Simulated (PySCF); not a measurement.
**AsH: from the state search to spectroscopic constants**

One job finds the state of AsH, follows it along the bond with each method and fits the curves.

Computed with PySCF 2.14.0. Level: As 6-311G(d,p), H 6-311G(d,p), no relativity.

**1. Input**

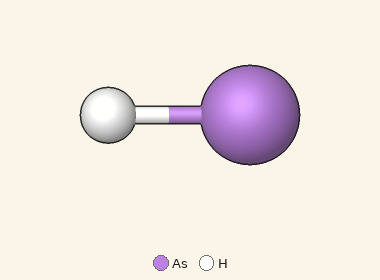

The two atoms at the starting distance (arsenic purple, hydrogen white).

The job is set up so:

```json
{
 "atoms": "As, H",
 "charge": "0",
 "basis": "As 6-311G(d,p), H 6-311G(d,p)",
 "Hamiltonian": "no relativity",
 "basis functions": "50",
 "electrons treated": "34",
 "masses in u": "74.9216, 1.0078",
 "levels": "PBE0, PBE, r²SCAN, PBEsol, TPSSh, MN15, HF, MP2, SCS-MP2, CCSD, CCSD(T)",
 "grid": "80 radial by 434 angular points",
 "occupations": "held fixed by the projection of orbital angular momentum",
 "dissociation limit": "As + H, each in its ground configuration",
 "starting distance in angstrom": "1.495",
 "values of 2S to try": "0, 2, 4"
}
```

On the command line:

```console
> OMP_NUM_THREADS=1 python dia.py task.json out
```

After the search, every level is run at each distance in turn; below they are sorted by level.

**2. Search for the lowest state**

At the starting distance of 1.495 Å the search finds these solutions (others can lie among them):

| 2Ms+1 | unpaired | term | E (eV) | ⟨S²⟩ | ⟨Lz²⟩ | μ (D) |
| --- | --- | --- | --- | --- | --- | --- |
| 3 | π ↑↑ | ³Σ⁻ | 0.00 | 2.01 | 0.00 | 0.36 |
| 1 | π ↑↓ | not assigned | 0.39 | 1.01 | 2.01 | 0.36 |
| 1 | none | not assigned | 1.49 | 0.00 | 2.00 | 0.40 |
| 3 | σ ↑, π ↑ | ³Π | 3.79 | 2.01 | 1.01 | 0.84 |
| 1 | σ ↓, π ↑ | not assigned | 4.16 | 1.02 | 1.01 | 0.97 |
| 3 | σ ↑, π ↑ | ³Π | 6.07 | 2.00 | 1.00 | -0.67 |
| 1 | σ ↓, π ↑ | not assigned | 6.29 | 1.01 | 1.01 | -0.71 |
| 5 | σ ↑↑, π ↑↑ | ⁵Σ⁻ | 6.72 | 6.00 | 0.00 | -0.08 |
| 3 | σ ↑↑, π ↑↓ | not assigned | 7.74 | 3.01 | 2.02 | 0.01 |
| 1 | σ ↓↓, π ↑↑ | not assigned | 7.97 | 2.01 | 0.00 | -0.02 |

10 of 14 solutions are listed, lowest first.

A term symbol stands only where ⟨S²⟩ and ⟨Lz²⟩ are near those of a pure state. A positive dipole means As(−)H(+).

The most promising solutions are followed along the bond (rough minima from three points):

| 2Ms+1 | unpaired | R at minimum (Å) | energy at minimum (eV) |
| --- | --- | --- | --- |
| 3 | π ↑↑ | 1.53 | 0.00 |
| 1 | π ↑↓ | 1.53 | 0.39 |
| 1 | none | 1.53 | 1.49 |
| 5 | σ ↑↑, π ↑↑ | not bracketed | ≤ 5.93 |

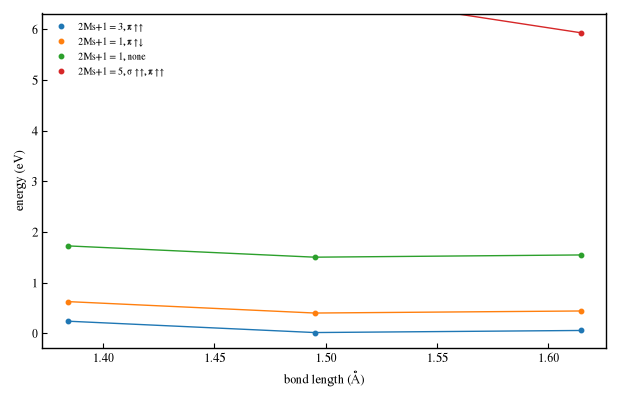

The followed solutions along the bond.

The search made 16 SCF attempts at the starting distance; with the short scans it took 14 s of wall time (1 thread of Arm Neoverse N1, shared host).

**3. First curve: PBE0**

State followed: ³Σ⁻ (triplet), unpaired electrons π ↑↑. The scan is laid around 1.532 Å.

The SCF at the reference distance, 1.532 Å, printed:

```text
******** <class 'pyscf.dft.uks_symm.SymAdaptedUKS'> ********
method = SymAdaptedUKS
initial guess = minao
damping factor = 0
level_shift factor = 0
DIIS = <class 'pyscf.scf.diis.CDIIS'>
diis_start_cycle = 1
diis_space = 10
diis_damp = 0
SCF conv_tol = 1e-09
SCF conv_tol_grad = None
SCF max_cycles = 60
direct_scf = False
max_memory 909 MB (current use 280 MB)
number electrons alpha = 18  beta = 16
XC library pyscf.dft.libxc version 7.0.0
    S. Lehtola, C. Steigemann, M. J.T. Oliveira, and M. A.L. Marques.,  SoftwareX 7, 1–5 (2018)
XC functionals = PBE0
    C. Adamo and V. Barone.,  J. Chem. Phys. 110, 6158 (1999)
    M. Ernzerhof and G. E. Scuseria.,  J. Chem. Phys. 110, 5029 (1999)
small_rho_cutoff = 0
Overwritten attributes  get_jk get_hcore get_k get_occ get_j  of <class 'pyscf.dft.uks_symm.SymAdaptedUKS'>
<class 'pyscf.dft.uks_symm.SymAdaptedUKS'> does not have attributes  refdm
Set gradient conv threshold to 3.16228e-05
init E= -2236.10126663375
cycle= 1 E= -2236.10942050434  delta_E= -0.00815  |g|= 0.0075  |ddm|= 0.0221
cycle= 2 E= -2236.10944677506  delta_E= -2.63e-05  |g|= 0.00501  |ddm|= 0.0156
cycle= 3 E= -2236.10946756834  delta_E= -2.08e-05  |g|= 0.00039  |ddm|= 0.00672
cycle= 4 E= -2236.1094676708  delta_E= -1.02e-07  |g|= 0.000235  |ddm|= 0.000841
cycle= 5 E= -2236.10946768009  delta_E= -9.29e-09  |g|= 4.07e-05  |ddm|= 0.000112
cycle= 6 E= -2236.1094676818  delta_E= -1.71e-09  |g|= 7.82e-06  |ddm|= 9.08e-05
cycle= 7 E= -2236.10946768197  delta_E= -1.71e-10  |g|= 2.43e-06  |ddm|= 2.91e-05
Extra cycle  E= -2236.10946768198  delta_E= -9.55e-12  |g|= 1.18e-06  |ddm|= 6.34e-06
converged SCF energy = -2236.10946768198  <S^2> = 2.0058523  2S+1 = 3.003899
```

Points of the scan, energies from the lowest:

| R (Å) | E (eV) | μ (D) | Mulliken charge of As (e) | Mayer bond order | ⟨S²⟩ | HOMO (eV) | LUMO (eV) |
| --- | --- | --- | --- | --- | --- | --- | --- |
| 1.3175 | 0.5589 | 0.66 | 0.05 | 0.98 | 2.01 | -7.00 | -2.83 |
| 1.3788 | 0.2563 | 0.56 | 0.03 | 0.98 | 2.01 | -6.99 | -2.83 |
| 1.4401 | 0.0829 | 0.46 | 0.03 | 0.98 | 2.01 | -7.00 | -2.83 |
| 1.4860 | 0.0190 | 0.38 | 0.02 | 0.98 | 2.01 | -7.00 | -2.83 |
| 1.5320 | 0.0000 | 0.30 | 0.02 | 0.98 | 2.01 | -7.01 | -2.84 |
| 1.5780 | 0.0176 | 0.22 | 0.01 | 0.98 | 2.01 | -7.01 | -2.84 |
| 1.6392 | 0.0859 | 0.10 | 0.01 | 0.98 | 2.01 | -7.03 | -2.85 |
| 1.7158 | 0.2252 | -0.03 | 0.02 | 0.98 | 2.01 | -7.05 | -2.87 |
| 1.8078 | 0.4462 | -0.20 | 0.02 | 0.98 | 2.01 | -7.08 | -2.89 |
| 1.9303 | 0.7924 | -0.42 | 0.03 | 0.97 | 2.02 | -7.13 | -2.92 |

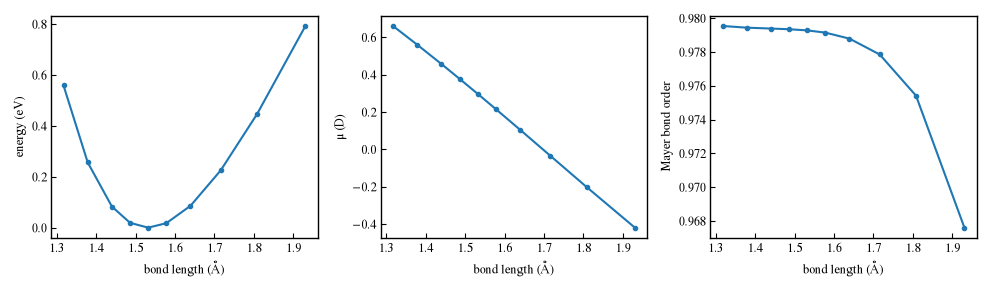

PBE0 along the bond.

The fit gives Re = 1.531 Å, ωe = 2175 cm⁻¹, ωexe = 34.1 cm⁻¹, αe = 0.193 cm⁻¹, Be = 7.230 cm⁻¹, De = 2.87 eV, μ = 0.30 D.

Orbitals nearest the gap at 1.532 Å:

| spin | orbital | ε (eV) | filled | made of |
| --- | --- | --- | --- | --- |
| α | σ | -17.29 | yes | As s 87 %, H s 11 % |
| β | σ | -15.36 | yes | As s 77 %, H s 20 % |
| α | σ | -9.48 | yes | As p 53 %, H s 34 %, As s 11 % |
| β | σ | -8.85 | yes | As p 47 %, H s 34 %, As s 18 % |
| α | π | -7.01 | yes | As p 100 % |
| α | π | -7.01 | yes | As p 100 % |
| β | π | -2.84 | no | As p 100 % |
| β | π | -2.84 | no | As p 100 % |
| α | σ | 0.67 | no | H s 61 %, As p 40 % |
| α | σ | 5.05 | no | H s 49 %, As p 31 %, As s 10 % |

Polarisability there: 29.6 bohr³ along the bond, 17.9 across it. Without diffuse functions these come out too small, above all across the bond.

**4. Orbitals, density and potential**

Orbitals, density, ELF and potential are computed afterwards from the orbital file.

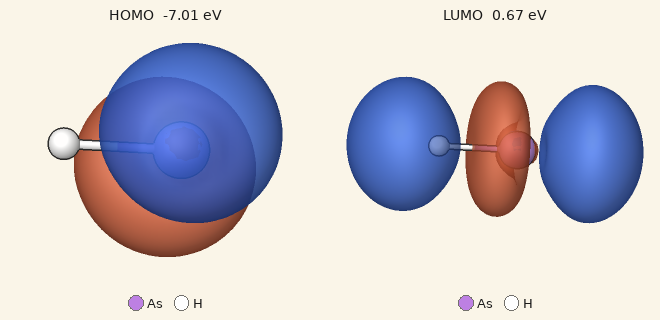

Frontier orbitals at PBE0 (alpha spin); each surface holds 70 % of the orbital's density, blue and red mark the sign.

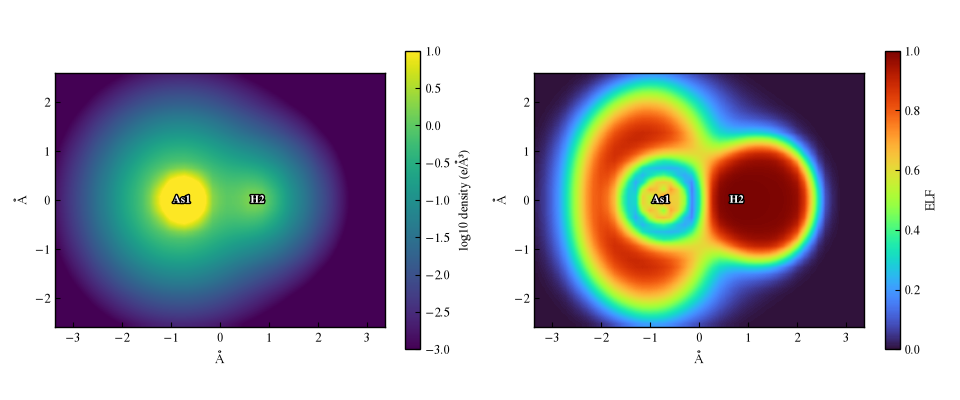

Density (left) and ELF (right) in a plane through or near 2 of the atoms.

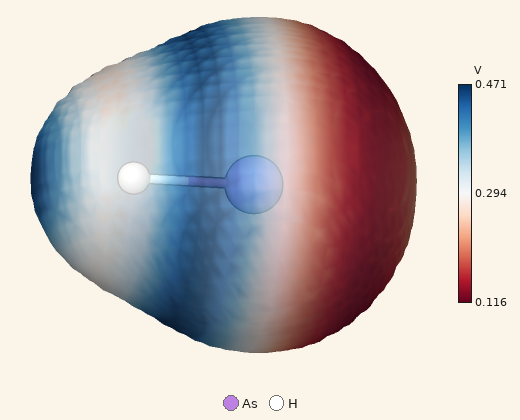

Electrostatic potential on the surface of density 0.002 e/bohr³; red is low, blue high. It runs, from the 1st to the 99th percentile, from 0.12 V near As1 to 0.47 V near H2.

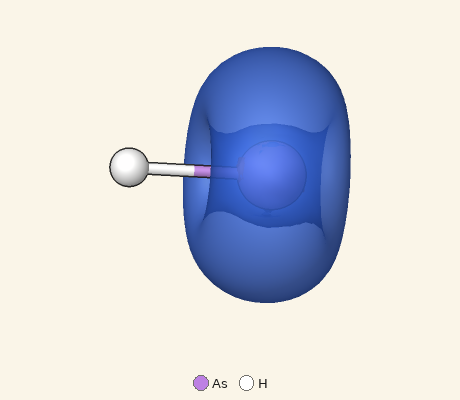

Spin density at ±0.1 e/Å³ (alpha excess blue, beta excess red).

**5. Excited determinants**

State 2: Ms = 0 determinant of mixed spin (⟨S²⟩ = 1.01), unpaired electrons π ↑↓, an excited solution.

Output of the SCF at 1.532 Å:

```text
******** <class 'pyscf.dft.uks_symm.SymAdaptedUKS'> ********
method = SymAdaptedUKS
initial guess = minao
damping factor = 0
level_shift factor = 0
DIIS = <class 'pyscf.scf.diis.CDIIS'>
diis_start_cycle = 1
diis_space = 10
diis_damp = 0
SCF conv_tol = 1e-09
SCF conv_tol_grad = None
SCF max_cycles = 60
direct_scf = False
max_memory 909 MB (current use 333 MB)
number electrons alpha = 17  beta = 17
XC library pyscf.dft.libxc version 7.0.0
    S. Lehtola, C. Steigemann, M. J.T. Oliveira, and M. A.L. Marques.,  SoftwareX 7, 1–5 (2018)
XC functionals = PBE0
    C. Adamo and V. Barone.,  J. Chem. Phys. 110, 6158 (1999)
    M. Ernzerhof and G. E. Scuseria.,  J. Chem. Phys. 110, 5029 (1999)
small_rho_cutoff = 0
Set gradient conv threshold to 3.16228e-05
init E= -2236.08710189554
cycle= 1 E= -2236.09526918801  delta_E= -0.00817  |g|= 0.00753  |ddm|= 0.0218
cycle= 2 E= -2236.09529456259  delta_E= -2.54e-05  |g|= 0.00512  |ddm|= 0.0157
cycle= 3 E= -2236.09531625393  delta_E= -2.17e-05  |g|= 0.000419  |ddm|= 0.00673
cycle= 4 E= -2236.09531635913  delta_E= -1.05e-07  |g|= 0.000231  |ddm|= 0.000821
cycle= 5 E= -2236.09531636508  delta_E= -5.95e-09  |g|= 2.04e-05  |ddm|= 6.48e-05
cycle= 6 E= -2236.09531636536  delta_E= -2.78e-10  |g|= 2.32e-06  |ddm|= 3.06e-05
Extra cycle  E= -2236.09531636536  delta_E= 9.09e-13  |g|= 1.47e-06  |ddm|= 3.08e-06
converged SCF energy = -2236.09531636536  <S^2> = 1.0074288  2S+1 = 2.2427026
```

Re = 1.532 Å, ωe = 2178 cm⁻¹; the determinant mixes terms (⟨S²⟩ = 1.01, ⟨Lz²⟩ = 2.01), so these belong to no real state. Its minimum lies 0.39 eV above that of the lowest state.

State 3: singlet, one real π or δ orbital doubly filled (a mixture of terms), an excited solution.

The SCF at the reference distance, 1.532 Å, printed:

```text
******** <class 'pyscf.dft.uks_symm.SymAdaptedUKS'> ********
method = SymAdaptedUKS
initial guess = minao
damping factor = 0
level_shift factor = 0
DIIS = <class 'pyscf.scf.diis.CDIIS'>
diis_start_cycle = 1
diis_space = 10
diis_damp = 0
SCF conv_tol = 1e-09
SCF conv_tol_grad = None
SCF max_cycles = 60
direct_scf = False
max_memory 909 MB (current use 301 MB)
number electrons alpha = 17  beta = 17
XC library pyscf.dft.libxc version 7.0.0
    S. Lehtola, C. Steigemann, M. J.T. Oliveira, and M. A.L. Marques.,  SoftwareX 7, 1–5 (2018)
XC functionals = PBE0
    C. Adamo and V. Barone.,  J. Chem. Phys. 110, 6158 (1999)
    M. Ernzerhof and G. E. Scuseria.,  J. Chem. Phys. 110, 5029 (1999)
small_rho_cutoff = 0
Set gradient conv threshold to 3.16228e-05
init E= -2236.04635469199
cycle= 1 E= -2236.0546995101  delta_E= -0.00834  |g|= 0.00764  |ddm|= 0.0219
cycle= 2 E= -2236.05472510186  delta_E= -2.56e-05  |g|= 0.00523  |ddm|= 0.0159
cycle= 3 E= -2236.05474781845  delta_E= -2.27e-05  |g|= 0.000392  |ddm|= 0.00676
cycle= 4 E= -2236.054747927  delta_E= -1.09e-07  |g|= 0.000212  |ddm|= 0.000866
cycle= 5 E= -2236.05474793243  delta_E= -5.43e-09  |g|= 2.24e-05  |ddm|= 7.67e-05
cycle= 6 E= -2236.05474793256  delta_E= -1.29e-10  |g|= 1.71e-06  |ddm|= 2.64e-05
Extra cycle  E= -2236.05474793256  delta_E= -4.55e-13  |g|= 1.04e-06  |ddm|= 2.4e-06
converged SCF energy = -2236.05474793256  <S^2> = 2.0001778e-12  2S+1 = 1
```

Re = 1.530 Å, ωe = 2189 cm⁻¹; the determinant mixes terms (⟨S²⟩ = 0.00, ⟨Lz²⟩ = 2.00), so these belong to no real state. Its minimum lies 1.49 eV above that of the lowest state.

State 4: ⁵Σ⁻ (quintet), unpaired electrons σ ↑↑, π ↑↑, an excited solution.

Log of the SCF at 1.532 Å:

```text
******** <class 'pyscf.dft.uks_symm.SymAdaptedUKS'> ********
method = SymAdaptedUKS
initial guess = minao
damping factor = 0
level_shift factor = 0
DIIS = <class 'pyscf.scf.diis.CDIIS'>
diis_start_cycle = 1
diis_space = 10
diis_damp = 0
SCF conv_tol = 1e-09
SCF conv_tol_grad = None
SCF max_cycles = 60
direct_scf = False
max_memory 909 MB (current use 301 MB)
number electrons alpha = 19  beta = 15
XC library pyscf.dft.libxc version 7.0.0
    S. Lehtola, C. Steigemann, M. J.T. Oliveira, and M. A.L. Marques.,  SoftwareX 7, 1–5 (2018)
XC functionals = PBE0
    C. Adamo and V. Barone.,  J. Chem. Phys. 110, 6158 (1999)
    M. Ernzerhof and G. E. Scuseria.,  J. Chem. Phys. 110, 5029 (1999)
small_rho_cutoff = 0
Set gradient conv threshold to 3.16228e-05
init E= -2235.86846847127
cycle= 1 E= -2235.87176595965  delta_E= -0.0033  |g|= 0.0107  |ddm|= 0.342
cycle= 2 E= -2235.87182304172  delta_E= -5.71e-05  |g|= 0.0078  |ddm|= 0.0957
cycle= 3 E= -2235.87187377176  delta_E= -5.07e-05  |g|= 0.000721  |ddm|= 0.0186
cycle= 4 E= -2235.87187463422  delta_E= -8.62e-07  |g|= 0.000282  |ddm|= 0.00496
cycle= 5 E= -2235.87187474827  delta_E= -1.14e-07  |g|= 0.000189  |ddm|= 0.00235
cycle= 6 E= -2235.87187476226  delta_E= -1.4e-08  |g|= 4e-05  |ddm|= 0.000349
cycle= 7 E= -2235.87187476455  delta_E= -2.29e-09  |g|= 5.82e-06  |ddm|= 0.000183
cycle= 8 E= -2235.87187476459  delta_E= -3.96e-11  |g|= 8.06e-07  |ddm|= 3.13e-05
Extra cycle  E= -2235.87187476459  delta_E= 2.27e-12  |g|= 5.24e-07  |ddm|= 4.91e-06
converged SCF energy = -2235.87187476459  <S^2> = 6.0015099  2S+1 = 5.0006039
```

No constants are quoted: no minimum is bracketed among the points kept.

Energy (eV) from the lowest point of the lowest state:

| R (Å) | lowest | state 2 | state 3 | state 4 |
| --- | --- | --- | --- | --- |
| 1.317 | 0.559 | 0.947 | 2.046 | 8.409 |
| 1.379 | 0.256 | 0.643 | 1.743 | 7.741 |
| 1.440 | 0.083 | 0.469 | 1.570 | 7.175 |
| 1.486 | 0.019 | 0.404 | 1.507 | 6.803 |
| 1.532 | 0.000 | 0.385 | 1.489 | 6.465 |
| 1.578 | 0.018 | 0.402 | 1.508 | 6.158 |
| 1.639 | 0.086 | 0.471 | 1.578 | 5.788 |
| 1.716 | 0.225 | 0.611 | 1.720 | 5.379 |
| 1.808 | 0.446 | 0.833 | 1.946 | 4.955 |
| 1.930 | 0.792 | 1.184 | 2.301 | 4.487 |

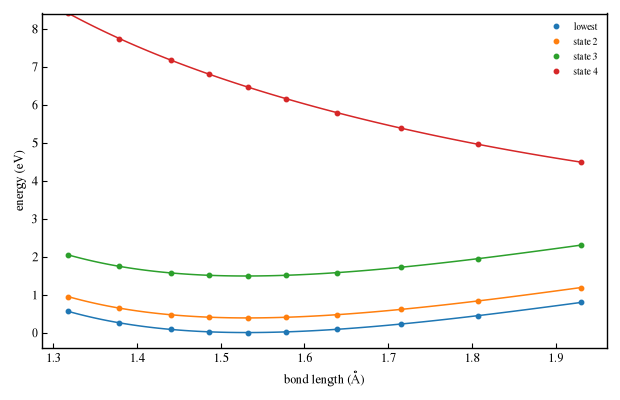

PBE0 curves of the followed states.

**6. PBE (GGA)**

Output of the SCF at 1.532 Å:

```text
******** <class 'pyscf.dft.uks_symm.SymAdaptedUKS'> ********
method = SymAdaptedUKS
initial guess = minao
damping factor = 0
level_shift factor = 0
DIIS = <class 'pyscf.scf.diis.CDIIS'>
diis_start_cycle = 1
diis_space = 10
diis_damp = 0
SCF conv_tol = 1e-09
SCF conv_tol_grad = None
SCF max_cycles = 60
direct_scf = False
max_memory 909 MB (current use 301 MB)
number electrons alpha = 18  beta = 16
XC library pyscf.dft.libxc version 7.0.0
    S. Lehtola, C. Steigemann, M. J.T. Oliveira, and M. A.L. Marques.,  SoftwareX 7, 1–5 (2018)
XC functionals = PBE
    J. P. Perdew, K. Burke, and M. Ernzerhof.,  Phys. Rev. Lett. 77, 3865 (1996)
    J. P. Perdew, K. Burke, and M. Ernzerhof.,  Phys. Rev. Lett. 78, 1396 (1997)
    J. P. Perdew, K. Burke, and M. Ernzerhof.,  Phys. Rev. Lett. 77, 3865 (1996)
    J. P. Perdew, K. Burke, and M. Ernzerhof.,  Phys. Rev. Lett. 78, 1396 (1997)
small_rho_cutoff = 0
Set gradient conv threshold to 3.16228e-05
init E= -2236.04247881033
cycle= 1 E= -2236.04363380021  delta_E= -0.00115  |g|= 0.0612  |ddm|= 0.0637
cycle= 2 E= -2236.04339379777  delta_E= 0.00024  |g|= 0.0762  |ddm|= 0.0426
cycle= 3 E= -2236.04400941639  delta_E= -0.000616  |g|= 0.00172  |ddm|= 0.0279
cycle= 4 E= -2236.04401112146  delta_E= -1.71e-06  |g|= 0.000504  |ddm|= 0.00351
cycle= 5 E= -2236.04401131544  delta_E= -1.94e-07  |g|= 0.000142  |ddm|= 0.000904
cycle= 6 E= -2236.04401133153  delta_E= -1.61e-08  |g|= 1.2e-05  |ddm|= 0.000193
cycle= 7 E= -2236.04401133171  delta_E= -1.72e-10  |g|= 1.5e-06  |ddm|= 2.93e-05
Extra cycle  E= -2236.04401133171  delta_E= -1.82e-12  |g|= 7.9e-07  |ddm|= 4.19e-06
converged SCF energy = -2236.04401133171  <S^2> = 2.0041138  2S+1 = 3.0027413
```

Re = 1.547 Å, ωe = 2088 cm⁻¹, ωexe = 34.9 cm⁻¹, αe = 0.199 cm⁻¹, Be = 7.088 cm⁻¹, De = 2.93 eV, μ = 0.23 D. 9.9 s of CPU time for 12 points, integrals apart.

**7. r²SCAN**

Output of the SCF at 1.532 Å:

```text
******** <class 'pyscf.dft.uks_symm.SymAdaptedUKS'> ********
method = SymAdaptedUKS
initial guess = minao
damping factor = 0
level_shift factor = 0
DIIS = <class 'pyscf.scf.diis.CDIIS'>
diis_start_cycle = 1
diis_space = 10
diis_damp = 0
SCF conv_tol = 1e-09
SCF conv_tol_grad = None
SCF max_cycles = 60
direct_scf = False
max_memory 909 MB (current use 301 MB)
number electrons alpha = 18  beta = 16
XC library pyscf.dft.libxc version 7.0.0
    S. Lehtola, C. Steigemann, M. J.T. Oliveira, and M. A.L. Marques.,  SoftwareX 7, 1–5 (2018)
XC functionals = R2SCAN
    J. W. Furness, A. D. Kaplan, J. Ning, J. P. Perdew, and J. Sun.,  J. Phys. Chem. Lett. 11, 8208-8215 (2020)
    J. W. Furness, A. D. Kaplan, J. Ning, J. P. Perdew, and J. Sun.,  J. Phys. Chem. Lett. 11, 9248-9248 (2020)
    J. W. Furness, A. D. Kaplan, J. Ning, J. P. Perdew, and J. Sun.,  J. Phys. Chem. Lett. 11, 8208-8215 (2020)
    J. W. Furness, A. D. Kaplan, J. Ning, J. P. Perdew, and J. Sun.,  J. Phys. Chem. Lett. 11, 9248-9248 (2020)
small_rho_cutoff = 0
Set gradient conv threshold to 3.16228e-05
init E= -2236.37137903005
cycle= 1 E= -2236.37222081004  delta_E= -0.000842  |g|= 0.00871  |ddm|= 0.0514
cycle= 2 E= -2236.37222427889  delta_E= -3.47e-06  |g|= 0.00574  |ddm|= 0.00669
cycle= 3 E= -2236.37222984817  delta_E= -5.57e-06  |g|= 0.00173  |ddm|= 0.00374
cycle= 4 E= -2236.37223029647  delta_E= -4.48e-07  |g|= 0.000176  |ddm|= 0.000829
cycle= 5 E= -2236.37223030868  delta_E= -1.22e-08  |g|= 8.29e-05  |ddm|= 0.000303
cycle= 6 E= -2236.37223031345  delta_E= -4.77e-09  |g|= 1.7e-05  |ddm|= 0.000131
cycle= 7 E= -2236.37223031365  delta_E= -2.02e-10  |g|= 2.68e-06  |ddm|= 2.65e-05
Extra cycle  E= -2236.37223031366  delta_E= -1.18e-11  |g|= 2.31e-06  |ddm|= 5.36e-06
converged SCF energy = -2236.37223031366  <S^2> = 2.0079545  2S+1 = 3.0052983
```

Re = 1.529 Å, ωe = 2167 cm⁻¹, ωexe = 35.0 cm⁻¹, αe = 0.199 cm⁻¹, Be = 7.254 cm⁻¹, De = 2.97 eV, μ = 0.33 D.

**8. PBEsol (GGA)**

The SCF at the reference distance, 1.532 Å, printed:

```text
******** <class 'pyscf.dft.uks_symm.SymAdaptedUKS'> ********
method = SymAdaptedUKS
initial guess = minao
damping factor = 0
level_shift factor = 0
DIIS = <class 'pyscf.scf.diis.CDIIS'>
diis_start_cycle = 1
diis_space = 10
diis_damp = 0
SCF conv_tol = 1e-09
SCF conv_tol_grad = None
SCF max_cycles = 60
direct_scf = False
max_memory 909 MB (current use 310 MB)
number electrons alpha = 18  beta = 16
XC library pyscf.dft.libxc version 7.0.0
    S. Lehtola, C. Steigemann, M. J.T. Oliveira, and M. A.L. Marques.,  SoftwareX 7, 1–5 (2018)
XC functionals = PBEsol
    J. P. Perdew, A. Ruzsinszky, G. I. Csonka, O. A. Vydrov, G. E. Scuseria, L. A. Constantin, X. Zhou, and K. Burke.,  Phys. Rev. Lett. 100, 136406 (2008)
    J. P. Perdew, A. Ruzsinszky, G. I. Csonka, O. A. Vydrov, G. E. Scuseria, L. A. Constantin, X. Zhou, and K. Burke.,  Phys. Rev. Lett. 100, 136406 (2008)
small_rho_cutoff = 0
Set gradient conv threshold to 3.16228e-05
init E= -2234.47912827862
cycle= 1 E= -2234.48103017153  delta_E= -0.0019  |g|= 0.0891  |ddm|= 0.0737
cycle= 2 E= -2234.48070571816  delta_E= 0.000324  |g|= 0.103  |ddm|= 0.0503
cycle= 3 E= -2234.48174826936  delta_E= -0.00104  |g|= 0.00478  |ddm|= 0.0325
cycle= 4 E= -2234.48175424847  delta_E= -5.98e-06  |g|= 0.00131  |ddm|= 0.00708
cycle= 5 E= -2234.48175564009  delta_E= -1.39e-06  |g|= 0.000261  |ddm|= 0.00234
cycle= 6 E= -2234.48175569669  delta_E= -5.66e-08  |g|= 1.3e-05  |ddm|= 0.000359
cycle= 7 E= -2234.48175569694  delta_E= -2.5e-10  |g|= 2.09e-06  |ddm|= 3.87e-05
Extra cycle  E= -2234.48175569695  delta_E= -6.37e-12  |g|= 1.55e-06  |ddm|= 6.5e-06
converged SCF energy = -2234.48175569695  <S^2> = 2.0038871  2S+1 = 3.0025903
```

Re = 1.544 Å, ωe = 2098 cm⁻¹, ωexe = 34.4 cm⁻¹, αe = 0.197 cm⁻¹, Be = 7.107 cm⁻¹, De = 3.07 eV, μ = 0.29 D. 7.1 s of CPU time for 12 points, integrals apart.

(Part 1 of 2 ends here.)
